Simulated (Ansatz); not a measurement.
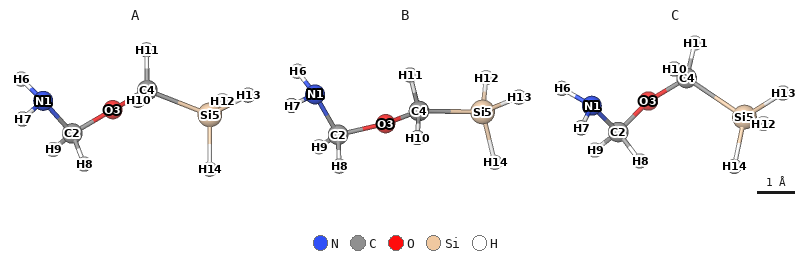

3 geometries from a converged minimum-energy path of C$_{2}$H$_{9}$NOSi, shuffled. The picture is a ball-and-stick view, seen face on.

These are results of RKS B3LYP-D4/def2-SVP in Ansatz 0.2.0, not measurements. Set-up: 7 movable images; climbing image; force threshold 0.05 eV/Å; iteration limit 60; starting path through a guess of the saddle point.

Which frame is the transition state?

Answer. A. In order along the path, whose images run from 0 to 8: B (image 2, +2.1 kJ/mol), A (image 5, +8.0 kJ/mol), C (image 8, +4.4 kJ/mol). The motion is a rotation about the O3–C4 bond by about 105°. No bond forms or breaks between the ends.
